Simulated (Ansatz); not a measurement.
**Profile along the Mg–H line in MgH2 (rutile)**

MgH$_{2}$ (rutile)

Space group P4₂/mnm (No. 136); a = 4.484 Å, b = 4.484 Å, c = 2.997 Å, α = 90.00°, β = 90.00°, γ = 90.00°

```tsv
atom	site	symmetry	x	y	z
Mg	2a	m.mm	0.0000	0.0000	0.0000
H	4f	m.2m	0.3047	0.3047	0.0000
```

Fields along a shortest Mg–H line of a (-1 1 0) plane (1.93 Å), from Mg to H, interpolated on the slice's grid (step about 0.2 Å). All values below come from r2SCAN (plane waves to 500 eV, PAW, scalar-relativistic; Ansatz, a quantum-chemistry and plane-wave program). k mesh 8×8×11. These are valence fields of a PAW run, semicore shells included where kept as valence: close to a nucleus they are smooth pseudo fields. MgH2 was relaxed with its symmetry unable to fall.

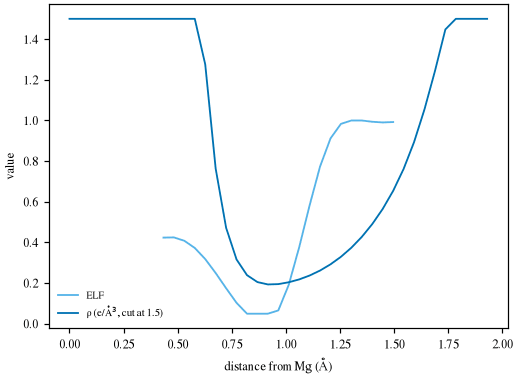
*ELF (away from the nuclei) and valence density from Mg to H.*

Density on the Mg–H line (1.93 Å) at its density minimum, 0.9 Å from Mg: 0.19 e/Å³. ELF at that point: 0.0. Character of the Mg–H contact (rough rule: ELF there above 0.7 covalent, below 0.2 ionic, polar between): closed-shell (ionic).
